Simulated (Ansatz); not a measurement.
# CHBO (SMILES B1=CO1): single points off equilibrium

How do the functionals fare away from a minimum? The structure is a frame of a short trajectory.

Program: Ansatz 0.2.0, Gaussian basis. Level of theory: single points in def2-TZVPP. These are calculated values, not measurements.

Correlated methods freeze the cores.

## (1) Where the work starts

SMILES `B1=CO1`, 4 atoms, charge 0, spin multiplicity 1.

Atoms are counted from 1 here; the program's logs count them from 0.

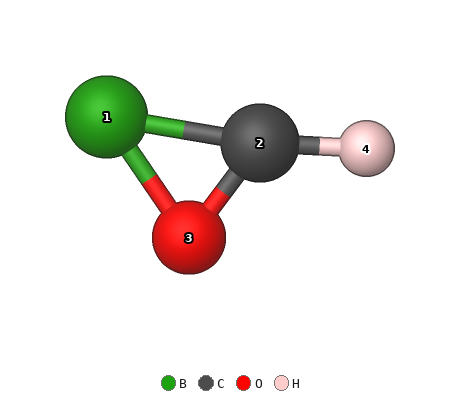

The starting geometry (boron green, carbon dark grey, oxygen red, hydrogen pink); atoms are numbered from 1 in the order of the file.

As a file:

```xyz
4
CHBO
B    -1.3135   -0.3570    0.0890
C     0.1730    0.3440    0.1064
O     0.1197   -0.9083   -0.0059
H     1.1189    0.9272   -0.0787
```

## (2) PBE-D4/def2-TZVPP

File run/in.yaml:

```yaml
crystal:
  periodic: [false, false, false]
  atoms:
    - {symbol: B, position_ang: [-1.313470, -0.357024, 0.088968]}
    - {symbol: C, position_ang: [0.173012, 0.344011, 0.106391]}
    - {symbol: O, position_ang: [0.119743, -0.908341, -0.005932]}
    - {symbol: H, position_ang: [1.118861, 0.927220, -0.078675]}
basis:
  gaussian: {orbitals: def2-TZVPP}
hamiltonian: {xc: pbe, dispersion: d4}
output: {forces: true}
```

Launch:

```bash
$ ansatz run in.yaml --threads 2 --pin off --events-out ev --progress --plain --max-ram 3481MiB
```

## (3) r2SCAN-D4/def2-TZVPP

run/in.yaml: that of step 2 with these lines changed.

```diff
@@ -9,3 +9,3 @@
   gaussian: {orbitals: def2-TZVPP}
-hamiltonian: {xc: pbe, dispersion: d4}
+hamiltonian: {xc: r2scan, dispersion: d4}
 output: {forces: true}
```

## (4) PBE0-D4/def2-TZVPP

run/in.yaml: that of step 3 with these lines changed.

```diff
@@ -9,3 +9,3 @@
   gaussian: {orbitals: def2-TZVPP}
-hamiltonian: {xc: r2scan, dispersion: d4}
-output: {forces: true}
+hamiltonian: {xc: pbe0, dispersion: d4}
+output: {forces: true, orbitals: {seedname: orbitals}}
```

## (5) wB97M-V/def2-TZVPP

run/in.yaml: that of step 4 with these lines changed.

```diff
@@ -9,3 +9,3 @@
   gaussian: {orbitals: def2-TZVPP}
-hamiltonian: {xc: pbe0, dispersion: d4}
-output: {forces: true, orbitals: {seedname: orbitals}}
+hamiltonian: {xc: {name: wB97M-V}}
+output: {forces: true}
```

## (6) CCSD(T)/def2-TZVPP

run/in.yaml: that of step 5 with these lines changed.

```diff
@@ -9,3 +9,3 @@
   gaussian: {orbitals: def2-TZVPP}
-hamiltonian: {xc: {name: wB97M-V}}
+correlation: {method: ccsd_t}
 output: {forces: true}
```

(Steps that only read results are left out.)

Before running it: what results should come out? Wanted: energy less free atoms, CCSD(T)/def2-TZVPP; RMS force component; RMS force error; HOMO and LUMO, PBE0-D4; T1 diagnostic.

The runs gave:

```
                                  quantity                                                             value
energy less free atoms, CCSD(T)/def2-TZVPP                                                    -1397.5 kJ/mol
                       RMS force component                              0.480 to 0.667 eV/Å over the methods
                           RMS force error  PBE-D4 0.162, r2SCAN-D4 0.221, PBE0-D4 0.425, wB97M-V 0.344 eV/Å
                    HOMO and LUMO, PBE0-D4                                                -6.17 and -3.18 eV
                             T1 diagnostic                                                             0.020
```

Against CCSD(T) the functionals' energies less atoms differ by -133.4 to -58.9 kJ/mol, PBE-D4 by -133.4 kJ/mol. CCSD(T) in triple zeta still lacks some correlation energy of the bonds, so part of these gaps is its own basis error and they don't rank the functionals. On forces the order runs from PBE-D4 to PBE0-D4. Frozen-core CCSD(T) forces in triple zeta carry basis errors of their own, and this is one geometry, so small gaps rank nothing. The restricted Hartree–Fock reference is unstable towards an unrestricted one at one or more of these structures.
